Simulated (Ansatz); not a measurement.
Run report: ZrN2H6Cl2, nudged elastic band (part 2 of 2)

Continued. System: ZrN2H6Cl2. Method: RKS PBE/def2-SVP (Ansatz 0.2.0). One setting was made poor on purpose. It belongs to a series of runs on one base structure; here: band between the two ends.

Geometry of the input (Å):
```
Zr -0.1487  0.1870  -0.1076
Cl -0.1761  0.2550  2.2774
Cl 2.0301  0.2672  -1.0655
N  -1.1732  1.7965  -0.7769
H  -2.0361  1.8210  -1.3307
H  -0.8765  2.7650  -0.5972
N  -1.1920  -1.3985  -0.7944
H  -1.9265  -1.8962  -0.2744
H  -0.9957  -1.9217  -1.6575
H  2.0528  -2.7448  1.6086
H  1.6271  -2.2489  2.0151
```

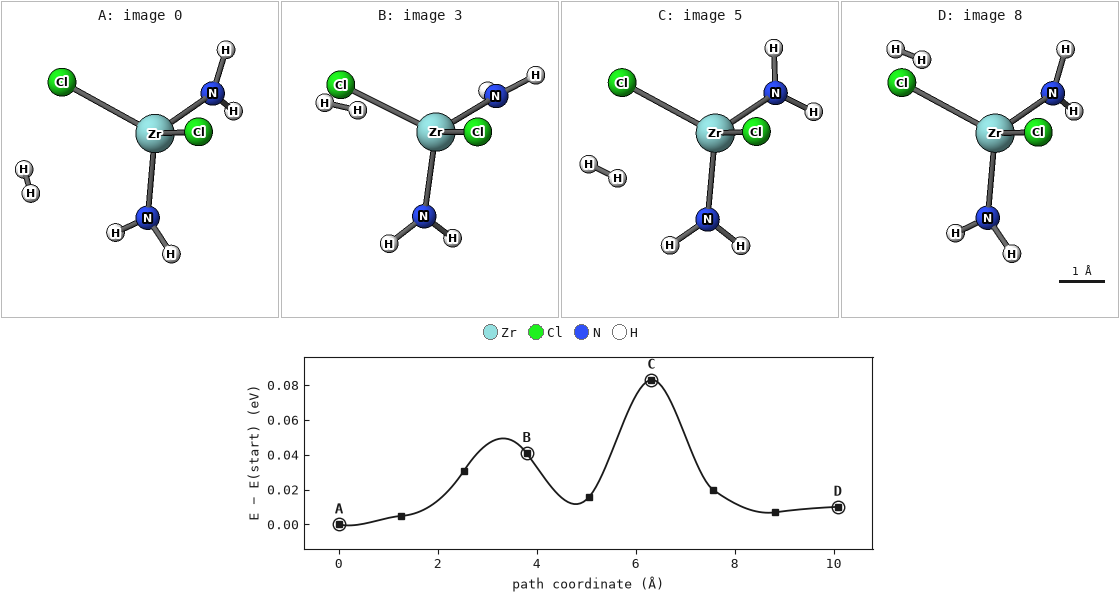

**Figure 1.** Images of the last band (counted from 0; ball-and-stick, seen at a tilt) above the energy along the path; the line is a cubic interpolation that uses the forces. The highest image is number 5, 0.083 eV above the start and 0.073 eV above the end (the climbing image); the end lies 0.010 eV above the start. A further maximum stands at image 3, 0.041 eV from the start, so the path isn't one elementary step. The path is 10.08 Å long. The band converged in 25 iterations.

```
Total energy: -29385.57641521 eV, -1079.9000149998 hartree
Atom 0 at    -0.369109     0.167334    -0.039968 Å, force    -0.094488    -0.068160    -0.047763 eV/Å
Atom 1 at    -0.612866     0.155562     2.322973 Å, force     0.004026     0.004437    -0.005630 eV/Å
Atom 2 at     1.941147     0.208942    -0.651432 Å, force     0.018907    -0.024296    -0.014445 eV/Å
Atom 3 at    -1.210424     1.818750    -0.849719 Å, force     0.132769    -0.337500     0.143938 eV/Å
Atom 4 at    -1.283057     2.701113    -0.331645 Å, force    -0.083096     0.153002    -0.122344 eV/Å
Atom 5 at    -1.503707     1.940437    -1.825060 Å, force    -0.042609     0.168940     0.006157 eV/Å
Atom 6 at    -1.227153    -1.459049    -0.896434 Å, force     0.076021     0.190250     0.035472 eV/Å
Atom 7 at    -1.334151    -2.377647    -0.451636 Å, force    -0.005536    -0.071033     0.028870 eV/Å
Atom 8 at    -1.561226    -1.531654    -1.865174 Å, force     0.000366    -0.019703    -0.020419 eV/Å
Atom 9 at     2.337104    -2.379256     1.595081 Å, force    -0.001610     0.018810     0.014875 eV/Å
Atom 10 at     2.008741    -2.362931     2.290114 Å, force    -0.004750    -0.014749    -0.018712 eV/Å
Dipole moment:    -0.608716    -0.003757    -0.498402 e Å
this run last wrote the band of iteration 25 to [file]
```

### The last band as extended XYZ (Å, eV, eV/Å)
```
11
Properties=species:S:1:pos:R:3:forces:R:3 image=0 energy=-29385.65938
Zr   -0.1487    0.1870   -0.1076    0.0080   0.0041  -0.0047
Cl   -0.1761    0.2550    2.2774   -0.0005  -0.0019  -0.0004
Cl    2.0301    0.2672   -1.0655   -0.0027   0.0005  -0.0013
N    -1.1732    1.7965   -0.7769   -0.0026  -0.0035   0.0025
H    -2.0361    1.8210   -1.3307   -0.0024  -0.0011  -0.0021
H    -0.8765    2.7650   -0.5972    0.0028   0.0055   0.0017
N    -1.1920   -1.3985   -0.7944   -0.0040  -0.0051   0.0022
H    -1.9265   -1.8962   -0.2744    0.0030   0.0008  -0.0030
H    -0.9957   -1.9217   -1.6575    0.0002   0.0017   0.0025
H     2.0528   -2.7448    1.6086   -0.0171   0.0173   0.0160
H     1.6271   -2.2489    2.0151    0.0155  -0.0183  -0.0133
11
Properties=species:S:1:pos:R:3:forces:R:3 image=1 energy=-29385.65446
Zr   -0.3034    0.0737   -0.0730   -0.0006   0.0020   0.0020
Cl   -0.5108    0.1040    2.2995   -0.0013   0.0022   0.0000
Cl    1.9377   -0.0886   -0.8714    0.0017   0.0005   0.0015
N    -1.0913    1.7939   -0.7878   -0.0101   0.0081  -0.0084
H    -1.8918    1.9170   -1.4175    0.0039  -0.0048   0.0022
H    -0.7219    2.7245   -0.5510    0.0043  -0.0054   0.0036
N    -1.4469   -1.3857   -0.8711   -0.0063  -0.0130  -0.0049
H    -2.2542   -1.8330   -0.4176    0.0039   0.0067   0.0037
H    -1.2465   -1.8920   -1.7435    0.0054   0.0061   0.0040
H     2.5244   -2.1736    1.5320   -0.0009   0.0015  -0.0048
H     2.1898   -2.3588    2.1985    0.0001  -0.0041   0.0012
11
Properties=species:S:1:pos:R:3:forces:R:3 image=2 energy=-29385.62844
Zr   -0.3778   -0.0651   -0.1604   -0.0146   0.0172  -0.0193
Cl   -0.5773   -0.2998    2.2000    0.0086   0.0006   0.0043
Cl    1.8554   -0.2781   -0.9682    0.0014   0.0036  -0.0110
N    -1.0350    1.7547   -0.7565    0.0359  -0.0147   0.0220
H    -1.9384    1.9913   -1.1810    0.0007  -0.0031  -0.0265
H    -0.4835    2.6181   -0.6624   -0.0259  -0.0013   0.0234
N    -1.6479   -1.3766   -1.0243    0.0300   0.0387   0.0353
H    -2.2441   -2.0475   -0.5242   -0.0406   0.0009  -0.0269
H    -1.7091   -1.5638   -2.0332    0.0057  -0.0426   0.0036
H     2.9018   -1.9166    1.8965    0.0031  -0.0014  -0.0059
H     2.4411   -1.9350    2.5110   -0.0043   0.0021   0.0012
11
Properties=species:S:1:pos:R:3:forces:R:3 image=3 energy=-29385.61841
Zr   -0.4000   -0.0203   -0.1228   -0.0249  -0.0137  -0.0134
Cl   -0.8100   -0.2370    2.2156   -0.0075   0.0018  -0.0110
Cl    1.8930   -0.2719   -0.7154    0.0060  -0.0015   0.0052
N    -1.0546    1.7392   -0.8707   -0.0173  -0.0848   0.0477
H    -2.0189    2.0683   -0.7240    0.0483   0.0672  -0.0101
H    -0.5066    2.4859   -1.3144   -0.0356   0.0015  -0.0261
N    -1.5577   -1.4100   -1.0354    0.0963   0.1224   0.0715
H    -1.6662   -2.3822   -0.7195   -0.0239  -0.0013  -0.0831
H    -2.1135   -1.2551   -1.8840   -0.0395  -0.0905   0.0173
H     2.8428   -1.8152    1.8882   -0.0074   0.0040  -0.0059
H     2.5769   -2.0200    2.5795    0.0055  -0.0052   0.0078
11
Properties=species:S:1:pos:R:3:forces:R:3 image=4 energy=-29385.64368
Zr   -0.3757    0.0815   -0.0850    0.0141   0.0283   0.0034
Cl   -0.7948    0.0141    2.2564   -0.0033   0.0005  -0.0071
Cl    1.9406   -0.0200   -0.6551   -0.0050  -0.0129  -0.0037
N    -1.2163    1.7275   -0.8944    0.0395  -0.1273   0.0638
H    -1.8605    2.3534   -0.3976   -0.0660   0.0660  -0.0213
H    -0.9816    2.1399   -1.8042    0.0165   0.0667  -0.0418
N    -1.2928   -1.4823   -0.9816    0.0636  -0.0141   0.0569
H    -1.0789   -2.4589   -0.7385    0.0033  -0.0133  -0.0066
H    -1.9929   -1.4841   -1.7290   -0.0669   0.0094  -0.0418
H     2.5310   -1.8779    1.8164    0.0388   0.0418  -0.1014
H     2.3069   -2.1116    2.5097   -0.0346  -0.0450   0.0996
11
Properties=species:S:1:pos:R:3:forces:R:3 image=5 energy=-29385.57632
Zr   -0.3691    0.1673   -0.0400   -0.0945  -0.0682  -0.0478
Cl   -0.6129    0.1556    2.3230    0.0040   0.0044  -0.0056
Cl    1.9411    0.2089   -0.6514    0.0189  -0.0243  -0.0144
N    -1.2104    1.8188   -0.8497    0.1328  -0.3375   0.1439
H    -1.2831    2.7011   -0.3316   -0.0831   0.1530  -0.1223
H    -1.5037    1.9404   -1.8251   -0.0426   0.1689   0.0062
N    -1.2272   -1.4590   -0.8964    0.0760   0.1903   0.0355
H    -1.3342   -2.3776   -0.4516   -0.0055  -0.0710   0.0289
H    -1.5612   -1.5317   -1.8652    0.0004  -0.0197  -0.0204
H     2.3371   -2.3793    1.5951   -0.0016   0.0188   0.0149
H     2.0087   -2.3629    2.2901   -0.0047  -0.0147  -0.0187
11
Properties=species:S:1:pos:R:3:forces:R:3 image=6 energy=-29385.63959
Zr   -0.3737    0.1694   -0.0342   -0.0351  -0.0655  -0.0358
Cl   -0.8569    0.0946    2.2932    0.0251   0.0091   0.0162
Cl    1.9530    0.1831   -0.5626    0.0175   0.0114   0.0151
N    -1.1794    1.8373   -0.8514    0.0350  -0.1223   0.0385
H    -0.8275    2.7840   -0.6617   -0.0326   0.0475  -0.0147
H    -1.9760    1.8981   -1.4940   -0.0067   0.0505  -0.0240
N    -1.3096   -1.3837   -0.9276    0.0598   0.1662   0.0919
H    -1.8978   -2.0697   -0.4402   -0.0623  -0.0390  -0.0432
H    -1.1560   -1.6939   -1.8941    0.0054  -0.0695  -0.0299
H     2.5328   -2.2430    1.6514   -0.0094   0.0074  -0.0085
H     2.2763   -2.6947    2.2181    0.0035   0.0041  -0.0058
11
Properties=species:S:1:pos:R:3:forces:R:3 image=7 energy=-29385.65237
Zr   -0.3891   -0.0291   -0.0962   -0.0009   0.0014   0.0006
Cl   -0.7365   -0.1652    2.2551   -0.0009  -0.0009   0.0026
Cl    1.8853   -0.2681   -0.7745   -0.0029   0.0024   0.0020
N    -1.0385    1.7844   -0.7125   -0.0092  -0.0110  -0.0119
H    -0.6417    2.6678   -0.3662    0.0102   0.0145   0.0059
H    -1.7816    2.0070   -1.3836   -0.0021  -0.0041   0.0003
N    -1.5522   -1.3585   -1.0728   -0.0079  -0.0110  -0.0123
H    -2.4215   -1.7794   -0.7211   -0.0101   0.0082   0.0303
H    -1.3103   -1.8233   -1.9572    0.0221   0.0054  -0.0190
H     2.6898   -1.9496    1.7158   -0.0022   0.0001  -0.0021
H     2.4816   -2.2043    2.4104    0.0039  -0.0051   0.0037
11
Properties=species:S:1:pos:R:3:forces:R:3 image=8 energy=-29385.64925
Zr   -0.4274   -0.2188   -0.1939    0.0033   0.0026  -0.0058
Cl   -0.7008   -0.5734    2.1461   -0.0005  -0.0011   0.0027
Cl    1.7761   -0.6350   -1.0003   -0.0007   0.0010   0.0020
N    -0.8900    1.7098   -0.5924   -0.0113   0.0008  -0.0063
H    -0.3763    2.5072   -0.1941    0.0061   0.0004   0.0032
H    -1.6381    2.0758   -1.1915    0.0036  -0.0015   0.0015
N    -1.7737   -1.2997   -1.2393   -0.0172  -0.0070   0.0093
H    -2.6674   -1.6573   -0.8769    0.0138   0.0059  -0.0015
H    -1.6267   -1.6905   -2.1788    0.0032  -0.0001  -0.0050
H     2.9809   -1.6759    1.9985   -0.0003   0.0011   0.0000
H     2.5289   -1.6606    2.6197    0.0000  -0.0020  -0.0001
```
